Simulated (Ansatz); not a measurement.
# CH₇AlBN: a spread of methods and bases, part 1 of 2

Aim: run CH₇AlBN under a spread of inputs, and see what each costs and gives.

Program: Ansatz 0.2.0, Gaussian basis. Level of theory: the settings change from run to run. These are calculated values, not measurements.

## 1. The molecule

The geometry comes from an earlier relaxation with PBE0-D4 in a triple-zeta def2 set; it is a stationary point, not always the lowest conformer.

SMILES `CB[NH][AlH2]`, 11 atoms, charge 0, spin multiplicity 1.

Atoms are counted from 1 here; the program's logs count them from 0.

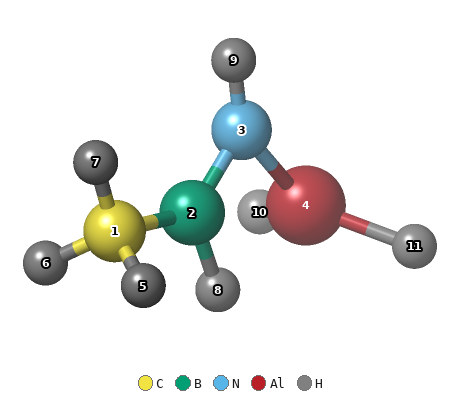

The structure; carbon yellow, boron teal, nitrogen blue, aluminium red, hydrogen grey; atoms are numbered from 1 in the order of the file.

## 2. wB97X/6-31G

Set apart from the defaults: charge -1, multiplicity 2, restricted open-shell orbitals, relativity set to scalar, the search for lower states set to full.

File in.yaml:

```yaml
crystal:
  periodic: [false, false, false]
  atoms:
    - {symbol: C, position_ang: [-0.652312, 1.698608, 0.176539]}
    - {symbol: B, position_ang: [-0.098463, 0.248043, 0.027684]}
    - {symbol: N, position_ang: [1.158142, -0.308046, 0.037796]}
    - {symbol: Al, position_ang: [0.463243, -1.978600, -0.220007]}
    - {symbol: H, position_ang: [-1.345902, 1.763601, 1.020820]}
    - {symbol: H, position_ang: [-1.225601, 1.986323, -0.710466]}
    - {symbol: H, position_ang: [0.140228, 2.435118, 0.326169]}
    - {symbol: H, position_ang: [-0.971730, -0.660477, -0.144580]}
    - {symbol: H, position_ang: [2.011413, 0.208320, 0.158764]}
    - {symbol: H, position_ang: [0.381144, -2.550249, -1.695464]}
    - {symbol: H, position_ang: [0.205238, -2.899540, 1.043243]}
basis:
  gaussian: {orbitals: 6-31G}
total_charge: -1
magnetization: {spin_polarized: false, initial_magnetization: 1}
hamiltonian: {xc: {name: wB97X}, pseudopotentials: {relativity: scalar}}
scf: {lower_state_search: full}
output: {forces: true}
```

Run with:

```console
> ansatz run in.yaml --threads 2 --pin off --events-out ev --progress --plain --max-ram 4352MiB
```

What it wrote, cut to the lines that bear on the results:

```text
Functional definition: wB97X
  name "wB97X"
  cite "Chai & Head-Gordon, J. Chem. Phys. 128, 084106 (2008) doi:10.1063/1.2834918"
  cite "Becke, J. Chem. Phys. 107, 8554 (1997) doi:10.1063/1.475007"
[...]
  # The coefficients of nought are those of the uniform gas.
[...]
      + exact_x_lr(omega)
[...]
      + integral(e_c_pw_opposite_spin*poly(b97_u_opposite, 1, cos1, cos2, cos3, cos4))
747 factors; integrals over basis functions are off by at most 2.5e-4 eV
277 factors; integrals over basis functions are off by at most 5.2e-6 eV
[...]
mean field -9923.44253300 eV, -364.6797867369 hartree, gradient 5.0e-5 eV, S^2 0.750000; 8 other end points of the search recorded, 0 dependent functions left out
[...]
reference -9923.44251598 eV, -364.6797861115 hartree; 20, 19 occupied and 34, 35 virtual orbitals, 747 factors
Total energy: -9923.44251598 eV, -364.6797861115 hartree
Relativity: scalar
Atom 0 at    -0.652312     1.698608     0.176539 Å, force     0.001383     0.583066     0.073185 eV/Å
Atom 1 at    -0.098463     0.248043     0.027684 Å, force    -1.067764     0.321607    -0.027582 eV/Å
Atom 2 at     1.158142    -0.308046     0.037796 Å, force    -0.332617     1.418690     0.159795 eV/Å
Atom 3 at     0.463243    -1.978600    -0.220007 Å, force     1.708421    -3.023244    -0.275372 eV/Å
Atom 4 at    -1.345902     1.763601     1.020820 Å, force    -0.057269    -0.015845     0.135575 eV/Å
Atom 5 at    -1.225601     1.986323    -0.710466 Å, force    -0.038911     0.020311    -0.141083 eV/Å
Atom 6 at     0.140228     2.435118     0.326169 Å, force     0.124534     0.225551     0.037554 eV/Å
Atom 7 at    -0.971730    -0.660477    -0.144580 Å, force     0.048234     1.066803     0.138777 eV/Å
Atom 8 at     2.011413     0.208320     0.158764 Å, force     0.176635    -0.305098    -0.027474 eV/Å
Atom 9 at     0.381144    -2.550249    -1.695464 Å, force    -0.249136    -0.082009    -0.537559 eV/Å
Atom 10 at     0.205238    -2.899540     1.043243 Å, force    -0.313511    -0.209832     0.464184 eV/Å
Dipole moment:    -0.299287     1.783055     0.207778 e Å
```

Wall time 34 s (2 threads of Arm Neoverse V2, shared host).

Largest force 3.483 eV/Å.

## 3. B97/def2-TZVP

Options: charge +1, multiplicity 2, atoms shaken by 0.08 Å.

File in.yaml:

```yaml
crystal:
  periodic: [false, false, false]
  atoms:
    - {symbol: C, position_ang: [-0.637791, 1.685564, 0.044795]}
    - {symbol: B, position_ang: [-0.006517, 0.304960, -0.064873]}
    - {symbol: N, position_ang: [1.205192, -0.206789, 0.047978]}
    - {symbol: Al, position_ang: [0.623722, -1.910301, -0.349565]}
    - {symbol: H, position_ang: [-1.335303, 1.722561, 0.974444]}
    - {symbol: H, position_ang: [-1.117853, 1.954678, -0.745537]}
    - {symbol: H, position_ang: [0.150409, 2.427990, 0.376570]}
    - {symbol: H, position_ang: [-0.990368, -0.477229, -0.180224]}
    - {symbol: H, position_ang: [1.946496, 0.283043, 0.157625]}
    - {symbol: H, position_ang: [0.437908, -2.607320, -1.740974]}
    - {symbol: H, position_ang: [0.208978, -2.898949, 1.028583]}
basis:
  gaussian: {orbitals: def2-TZVP}
total_charge: 1
magnetization: {spin_polarized: true, initial_magnetization: 1}
hamiltonian: {xc: {name: B97}}
output: {forces: true}
```

Launched as before.

What it wrote, cut to the lines that bear on the results:

```text
Functional definition: B97
  name "B97"
  cite "Becke, J. Chem. Phys. 107, 8554 (1997) doi:10.1063/1.475007"
[...]
      + integral(e_c_pw_opposite_spin*poly(b97_u_opposite, cos0, cos1, cos2))
1071 factors; their error is unknown
[...]
mean field -9904.54013542 eV, -363.9851364381 hartree, gradient 7.6e-7 eV, S^2 0.762724; 3 other end points of the search recorded, 0 dependent functions left out
[...]
reference -9904.54016712 eV, -363.9851376033 hartree; 19, 18 occupied and 153, 154 virtual orbitals, 1071 factors
Total energy: -9904.54016712 eV, -363.9851376033 hartree
Atom 0 at    -0.637791     1.685564     0.044795 Å, force     3.768113    -0.053621     7.111580 eV/Å
Atom 1 at    -0.006517     0.304960    -0.064873 Å, force    -5.361726     1.416917     0.237769 eV/Å
Atom 2 at     1.205192    -0.206789     0.047978 Å, force    -2.167159    -6.743452    -1.038881 eV/Å
Atom 3 at     0.623722    -1.910301    -0.349565 Å, force    -0.444295     1.253615     0.831277 eV/Å
Atom 4 at    -1.335303     1.722561     0.974444 Å, force     0.624455    -0.343661    -1.450723 eV/Å
Atom 5 at    -1.117853     1.954678    -0.745537 Å, force    -3.269839     1.986550    -4.956136 eV/Å
Atom 6 at     0.150409     2.427990     0.376570 Å, force    -0.738930    -0.328743    -0.776246 eV/Å
Atom 7 at    -0.990368    -0.477229    -0.180224 Å, force     0.776393    -1.147573    -0.395325 eV/Å
Atom 8 at     1.946496     0.283043     0.157625 Å, force     6.576455     4.005103     1.072027 eV/Å
Atom 9 at     0.437908    -2.607320    -1.740974 Å, force     0.038142    -0.314257    -0.283610 eV/Å
Atom 10 at     0.208978    -2.898949     1.028583 Å, force     0.198392     0.269122    -0.351733 eV/Å
Dipole moment:     0.296035    -0.703180     0.028763 e Å
```

Run time: 47 s. Hardware: 2 threads of Arm Neoverse V2, shared host; peak memory 0.69 GiB.

Largest force 8.048 eV/Å, ⟨S²⟩ 0.763.

## 4. B3LYP5/ANO-RCC-VTZP

This run has a point charge of 0.50 e beside it, the search for lower states set to light.

File in.yaml:

```yaml
crystal:
  periodic: [false, false, false]
  atoms:
    - {symbol: C, position_ang: [-0.652312, 1.698608, 0.176539]}
    - {symbol: B, position_ang: [-0.098463, 0.248043, 0.027684]}
    - {symbol: N, position_ang: [1.158142, -0.308046, 0.037796]}
    - {symbol: Al, position_ang: [0.463243, -1.978600, -0.220007]}
    - {symbol: H, position_ang: [-1.345902, 1.763601, 1.020820]}
    - {symbol: H, position_ang: [-1.225601, 1.986323, -0.710466]}
    - {symbol: H, position_ang: [0.140228, 2.435118, 0.326169]}
    - {symbol: H, position_ang: [-0.971730, -0.660477, -0.144580]}
    - {symbol: H, position_ang: [2.011413, 0.208320, 0.158764]}
    - {symbol: H, position_ang: [0.381144, -2.550249, -1.695464]}
    - {symbol: H, position_ang: [0.205238, -2.899540, 1.043243]}
basis:
  gaussian: {orbitals: ANO-RCC-VTZP, point_charges: [{charge: 0.50, position_ang: [5.283, 0.742, 0.460]}]}
hamiltonian: {xc: {name: B3LYP5}}
scf: {lower_state_search: light}
```

The command is unchanged.

What it wrote, cut to the lines that bear on the results:

```text
Functional definition: B3LYP5
  name "B3LYP5"
  cite "Stephens, Devlin, Chabalowski & Frisch, J. Phys. Chem. 98, 11623 (1994) doi:10.1021/j100096a001"
  cite "Becke, Phys. Rev. A 38, 3098 (1988) doi:10.1103/PhysRevA.38.3098"
  cite "Lee, Yang & Parr, Phys. Rev. B 37, 785 (1988) doi:10.1103/PhysRevB.37.785"
  cite "Vosko, Wilk & Nusair, Can. J. Phys. 58, 1200 (1980) doi:10.1139/p80-159"
[...]
1513 factors; their error is unknown
[...]
mean field -9928.28692506 eV, -364.8578148613 hartree, gradient 6.3e-5 eV, S^2 0.000000; 0 other end points of the search recorded, 0 dependent functions left out
reference -9928.28725730 eV, -364.8578270709 hartree; 19, 19 occupied and 203, 203 virtual orbitals, 1513 factors
Total energy: -9928.28725730 eV, -364.8578270709 hartree
Relativity: scalar
```

Run time: 7.5 s. Hardware: 2 threads of Arm Neoverse V2, shared host; peak memory 0.47 GiB.

## 5. B3LYP5/cc-pVDZ

Options: charge -1, multiplicity 2, a point charge of 1.00 e beside it.

in.yaml: that of step 4 with these lines changed.

```diff
@@ -15,4 +15,6 @@
 basis:
-  gaussian: {orbitals: ANO-RCC-VTZP, point_charges: [{charge: 0.50, position_ang: [5.283, 0.742, 0.460]}]}
+  gaussian: {orbitals: cc-pVDZ, point_charges: [{charge: 1.00, position_ang: [5.688, -0.296, 0.212]}]}
+total_charge: -1
+magnetization: {spin_polarized: true, initial_magnetization: 1}
 hamiltonian: {xc: {name: B3LYP5}}
-scf: {lower_state_search: light}
+output: {forces: true}
```

Same command.

What it wrote, cut to the lines that bear on the results:

```text
Functional definition: B3LYP5
  name "B3LYP5"
  cite "Stephens, Devlin, Chabalowski & Frisch, J. Phys. Chem. 98, 11623 (1994) doi:10.1021/j100096a001"
  cite "Becke, Phys. Rev. A 38, 3098 (1988) doi:10.1103/PhysRevA.38.3098"
  cite "Lee, Yang & Parr, Phys. Rev. B 37, 785 (1988) doi:10.1103/PhysRevB.37.785"
  cite "Vosko, Wilk & Nusair, Can. J. Phys. 58, 1200 (1980) doi:10.1139/p80-159"
[...]
880 factors; integrals over basis functions are off by at most 1.1e-3 eV
[...]
mean field -9914.17707356 eV, -364.3392873826 hartree, gradient 2.2e-5 eV, S^2 0.751930; 3 other end points of the search recorded, 0 dependent functions left out
[...]
reference -9914.17734605 eV, -364.3392973966 hartree; 20, 19 occupied and 75, 76 virtual orbitals, 880 factors
Total energy: -9914.17734605 eV, -364.3392973966 hartree
Atom 0 at    -0.652312     1.698608     0.176539 Å, force     0.046083     0.108116     0.014776 eV/Å
Atom 1 at    -0.098463     0.248043     0.027684 Å, force    -0.315913     0.210635     0.009012 eV/Å
Atom 2 at     1.158142    -0.308046     0.037796 Å, force    -0.722369     1.152149     0.096713 eV/Å
Atom 3 at     0.463243    -1.978600    -0.220007 Å, force     1.515137    -2.488717    -0.228745 eV/Å
Atom 4 at    -1.345902     1.763601     1.020820 Å, force    -0.243622     0.048952     0.295142 eV/Å
Atom 5 at    -1.225601     1.986323    -0.710466 Å, force    -0.204176     0.126609    -0.303902 eV/Å
Atom 6 at     0.140228     2.435118     0.326169 Å, force     0.321505     0.394548     0.073051 eV/Å
Atom 7 at    -0.971730    -0.660477    -0.144580 Å, force     0.087031     0.381093     0.055163 eV/Å
Atom 8 at     2.011413     0.208320     0.158764 Å, force     0.622271     0.265034     0.075605 eV/Å
Atom 9 at     0.381144    -2.550249    -1.695464 Å, force    -0.261113     0.035875    -0.257605 eV/Å
Atom 10 at     0.205238    -2.899540     1.043243 Å, force    -0.288992    -0.026363     0.219444 eV/Å
Dipole moment:    -0.790885     1.571302     0.155664 e Å
```

Wall time 4.8 s (2 threads of Arm Neoverse V2, shared host).

Largest force 2.923 eV/Å, ⟨S²⟩ 0.752.

(Continued in part 2 of 2.)
